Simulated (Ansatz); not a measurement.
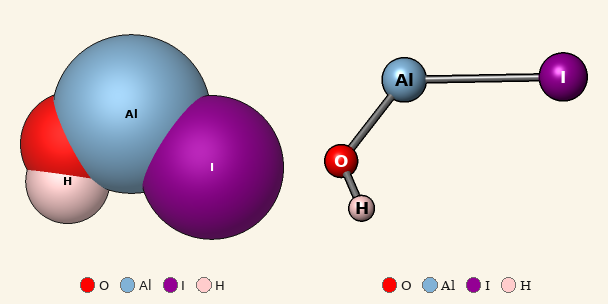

Two views of one molecule.

State: neutral, doublet. Computed geometry: PBE0-D4/def2-TZVP optimisation. No frequency run is at hand to confirm it as a minimum.

**What is the molecular formula?**

AlHIO, 4 atoms: 1 aluminium, 1 hydrogen, 1 iodine and 1 oxygen.

**Count the bonded pairs by element.**

1 Al–O, 1 Al–I, 1 O–H. Sticks follow a distance rule.

**How many sets of symmetry-equivalent atoms are there?**

4: 1 O, 1 Al, 1 I, 1 H.

**What is the point group of this geometry?**

Cs.
